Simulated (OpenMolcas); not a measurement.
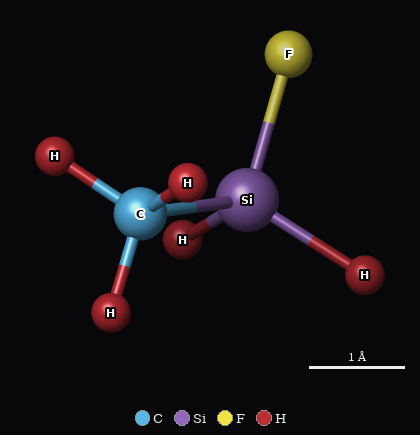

Fig. 1: The structure (ball-and-stick view, seen at a tilt).

CH5FSi (charge −1): single-point calculation (part 1 of 2)

- system: CH5FSi, charge −1, multiplicity 2
- method: M06-2X/6-311+G**, UKS (OpenMolcas 26.06)

The geometry is that of the parent species in another charge or spin state. The geometry comes from this level: PBE0-D4/def2-TZVP.

Input
```
&GATEWAY
 BasLib = $CurrDir
 Coord
 8
 angstrom
 C       -0.521400       0.700300      -0.437000
 Si       0.448400      -0.642000       0.395200
 F        1.946500      -0.649600      -0.178800
 H       -0.562400       0.542500      -1.517100
 H       -1.546700       0.713200      -0.056500
 H       -0.077200       1.680300      -0.248400
 H        0.538700      -0.420800       1.860700
 H       -0.133700      -1.981200       0.126000
 Basis = 6-311pGss
 Group = NoSym

&SEWARD
 GridInput
 Grid=UltraFine
 End of Grid

&SCF
 UHF
 Charge = -1
 Spin = 2
 KSDFT = M062X
 Thresholds = 1e-10 1e-07 1e-07 1e-05
 PrOrbitals = 1 1
```

Run as:
```bash
export MOLCAS_MEM=1860
pymolcas test.input > test.log
```

Log
```
--- Start Module: gateway ---

                                              &GATEWAY

                       available to each process: 1.9 GB of memory, 1 thread

 Basis Set     1 Label: C.6-311PGSS
 Basis set is read from library:.
 basistype.tbl is not found

 Basis Set     2 Label: SI.6-311PGSS
 Basis set is read from library:.
 basistype.tbl is not found

 Basis Set     3 Label: F.6-311PGSS
 Basis set is read from library:.
 basistype.tbl is not found

 Basis Set     4 Label: H.6-311PGSS
 Basis set is read from library:.
 basistype.tbl is not found

++    Symmetry information:
      ---------------------

                    Character Table for C1

                             E
                    a        1  x, y, xy, Rz, z, xz, Ry, yz, Rx, I
--

++    Basis set information:
      ----------------------

      Basis set label: C.6-311PGSS.........

      Electronic valence basis set:
      ------------------
      Associated Effective Charge   6.000000 au
      Associated Actual Charge      6.000000 au
      Nuclear Model: Point charge

      Shell  nPrim  nBasis  Cartesian Spherical Contaminant
         s      12       5        X
         p       6       4        X
         d       1       1                 X

      Basis set label: SI.6-311PGSS.........

      Electronic valence basis set:
      ------------------
      Associated Effective Charge  14.000000 au
      Associated Actual Charge     14.000000 au
      Nuclear Model: Point charge

      Shell  nPrim  nBasis  Cartesian Spherical Contaminant
         s      13       7        X
         p      10       6        X
         d       1       1                 X

      Basis set label: F.6-311PGSS.........

      Electronic valence basis set:
      ------------------
      Associated Effective Charge   9.000000 au
      Associated Actual Charge      9.000000 au
      Nuclear Model: Point charge

      Shell  nPrim  nBasis  Cartesian Spherical Contaminant
         s      12       5        X
         p       6       4        X
         d       1       1                 X

      Basis set label: H.6-311PGSS.........

      Electronic valence basis set:
      ------------------
      Associated Effective Charge   1.000000 au
      Associated Actual Charge      1.000000 au
      Nuclear Model: Point charge

      Shell  nPrim  nBasis  Cartesian Spherical Contaminant
         s       5       3        X
         p       1       1        X
--

++    Molecular structure info:
      -------------------------

                    ************************************************
                    **** Cartesian Coordinates / bohr, angstrom ****
                    ************************************************

     Center  Label                x              y              z                     x              y              z
        1      C1              -0.985303       1.323375      -0.825810             -0.521400       0.700300      -0.437000
        2      SI2              0.847353      -1.213204       0.746820              0.448400      -0.642000       0.395200
        3      F3               3.678352      -1.227566      -0.337883              1.946500      -0.649600      -0.178800
        4      H4              -1.062782       1.025176      -2.866904             -0.562400       0.542500      -1.517100
        5      H5              -2.922839       1.347753      -0.106770             -1.546700       0.713200      -0.056500
        6      H6              -0.145887       3.175307      -0.469408             -0.077200       1.680300      -0.248400
        7      H7               1.017995      -0.795197       3.516213              0.538700      -0.420800       1.860700
        8      H8              -0.252656      -3.743925       0.238105             -0.133700      -1.981200       0.126000

                    ***************************************
                    *    InterNuclear Distances / bohr    *
                    ***************************************

               1 C1            2 SI2           3 F3            4 H4            5 H5            6 H6
    1 C1       0.000000
    2 SI2      3.502289        0.000000
    3 F3       5.338076        3.031722        0.000000
    4 H4       2.064216        4.660253        5.826589        0.000000
    5 H5       2.066800        4.636967        7.089528        3.343981        0.000000
    6 H6       2.064290        4.660983        5.833300        3.348394        3.344088        0.000000
    7 H7       5.230174        2.805956        4.703031        6.956118        5.766144        5.744972
    8 H8       5.229362        2.805951        4.702835        5.748192        5.759688        6.956130

               7 H7            8 H8
    7 H7       0.000000
    8 H8       4.588633        0.000000

                    *******************************************
                    *    InterNuclear Distances / angstrom    *
                    *******************************************

               1 C1            2 SI2           3 F3            4 H4            5 H5            6 H6
    1 C1       0.000000
    2 SI2      1.853332        0.000000
    3 F3       2.824788        1.604318        0.000000
    4 H4       1.092336        2.466100        3.083298        0.000000
    5 H5       1.093703        2.453777        3.751617        1.769559        0.000000
    6 H6       1.092375        2.466486        3.086850        1.771894        1.769615        0.000000
    7 H7       2.767689        1.484848        2.488737        3.681019        3.051312        3.040108
    8 H8       2.767259        1.484845        2.488633        3.041812        3.047895        3.681026

               7 H7            8 H8
    7 H7       0.000000
    8 H8       2.428200        0.000000

                    **************************************
                    *    Valence Bond Angles / degree    *
                    **************************************
                          Atom centers                 Phi
                      4 H4       1 C1       5 H5       108.09
                      4 H4       1 C1       6 H6       108.40
                      5 H5       1 C1       6 H6       108.09
                      7 H7       2 SI2      8 H8       109.70
--

            Nuclear Potential Energy            115.95911539 au

--- Stop Module: gateway /rc=_RC_ALL_IS_WELL_ ---

--- Start Module: seward ---

                                              &SEWARD

                       available to each process: 1.9 GB of memory, 1 thread

               SEWARD will generate:
                  Multipole Moment integrals up to order  2
                  Kinetic Energy integrals
                  Nuclear Attraction integrals (point charge)
                  One-Electron Hamiltonian integrals
                  Velocity integrals
                  Orbital angular momentum around (  1.2243  -0.6306   0.0762 )
                  Velocity quadrupole around (  1.2243  -0.6306   0.0762 )
                  Two-Electron Repulsion integrals

                   Integrals are discarded if absolute value <: 1.00E-14
                   Integral cutoff threshold is set to       <: 1.00E-16

            Nuclear Potential Energy            115.95911539 au

      Basis set specifications :
      Symmetry species         a
      Basis functions          104

--- Stop Module: seward /rc=_RC_ALL_IS_WELL_ ---
--- Module seward spent 3 seconds ---

--- Start Module: scf ---

                                                &SCF

                       available to each process: 1.9 GB of memory, 1 thread

++    Input section:
      --------------

      Header of the integral files:

      Cartesian coordinates in angstrom:
      -----------------------------------------------------
      No.  Label        X            Y            Z
      -----------------------------------------------------
       1   C1        -0.52140000   0.70030000  -0.43700000
       2   SI2        0.44840000  -0.64200000   0.39520000
       3   F3         1.94650000  -0.64960000  -0.17880000
       4   H4        -0.56240000   0.54250000  -1.51710000
       5   H5        -1.54670000   0.71320000  -0.05650000
       6   H6        -0.07720000   1.68030000  -0.24840000
       7   H7         0.53870000  -0.42080000   1.86070000
       8   H8        -0.13370000  -1.98120000   0.12600000
      -----------------------------------------------------
      Nuclear repulsion energy =  115.95911539
--

++    Orbital specifications:
      -----------------------

      Symmetry species               1
                                     a
      Frozen orbitals                0
      Start temperature = 0.500
      End temperature   = 0.010
      Temperature Factor= 0.460
      Deleted orbitals               0
      Total number of orbitals     104
      Number of basis functions    104
--

      Molecular charge                          -1.000

      Numerical integration parameters
      --------------------------------
      Radial quadrature type:                         MHL
      Size of radial grid:                            99
      Lebedev angular grid:                           41
      Angular grid pruned with the crowding factor:  1.00E+10
                                 and fading factor:  1.00E+01
      Screening threshold for integral computation:   1.00E-11
      Radial quadrature accuracy:                     1.00E-25
      Maximum batch size:                             128
      AO values are stored on disk
      The same grid will be used for all iterations.

      DFT functional specifications
      -----------------------------
      Using Libxc version: 6.2.2
      Please cite the following reference:
      S. Lehtola, C. Steigemann, M. J.T. Oliveira, and M. A.L. Marques.,  SoftwareX 7, 1–5 (2018) doi:10.1016/j.softx.2017.11.002

      * Minnesota M06-2X hybrid exchange functional
        - Y. Zhao and D. G. Truhlar.,  Theor. Chem. Acc. 120, 215 (2008) doi:10.1007/s00214-007-0310-x
      * Minnesota M06-2X correlation functional
        - Y. Zhao and D. G. Truhlar.,  Theor. Chem. Acc. 120, 215 (2008) doi:10.1007/s00214-007-0310-x

++    Optimization specifications:
      ----------------------------

      SCF Algorithm: Conventional USCF
      D(i)-D(i-1) density differences are used
      Number of density matrices in core                 5
      Maximum number of NDDO SCF iterations            400
      Maximum number of HF SCF iterations              400
      Threshold for SCF energy change             1.00E-10
      Threshold for density matrix                1.00E-07
      Threshold for Fock matrix                   1.00E-07
      Threshold for linear dependence             1.00E-09
      Threshold at which DIIS is turned on        1.50E-01
      Maximum depth in the DIIS procedure                5
      Maximum depth in the BFGS Hessian update          30
      Threshold at which QNR/C2DIIS is turned on  7.50E-02
      Threshold for Norm(delta) (QNR/C2DIIS)      1.00E-05
      All orbitals punched on: UHFORB
--

      Input vectors read from INPORB
      Orbital file label: *Guess orbitals

++ Convergence information
                               UHF M062X      iterations: Energy and convergence statistics

Iter     Tot. M062X      One-elec.       Two-elec.     Energy      Max Dij or  Max Fij      DNorm      TNorm      AccCon     Time
         Energy          Energy          Energy        Change      Delta Norm                                                in Sec.
   1  -425.388319118  -844.712477333   303.365042824   0.00E+00    3.83E-01*   1.51E+01*    7.95E+00   1.88E+02   None         5.
   2  -422.675561004  -828.551698942   289.917022547   2.71E+00*   1.55E-01*   4.03E-01*    3.01E+02   1.81E+02   EDIIS        4.
   3  -429.480033945  -850.015385428   304.576236091  -6.80E+00*   2.27E-01*   1.58E-01*    3.06E+01   1.88E+02   EDIIS        4.
   4  -429.890844738  -843.185142474   297.335182345  -4.11E-01*   2.94E-01*   2.03E-01*    2.87E+01   1.86E+02   EDIIS        4.
   5  -430.099147694  -853.391136802   307.332873717  -2.08E-01*   1.02E-01*   1.99E-01*    1.70E+01   1.89E+02   EDIIS        4.
   6  -430.399151165  -847.527848095   301.169581539  -3.00E-01*   8.16E-02*   7.69E-02*    1.52E+01   1.87E+02   EDIIS        4.
   7  -430.410843595  -850.048003585   303.678044598  -1.17E-02*   7.08E-02*   5.35E-02*    2.27E+01   1.88E+02   EDIIS        4.
   8  -430.437243203  -848.441442786   302.045084192  -2.64E-02*   5.96E-02*   3.08E-02*    7.60E+00   1.87E+02   EDIIS        4.
   9  -430.436380676  -849.428853105   303.033357038   8.63E-04*   3.42E-02*   1.67E-02*    2.28E+00   1.88E+02   EDIIS        4.

       Fermi aufbau procedure completed!
      nOcc(alpha)=   18
      nOcc(beta) =   17
```
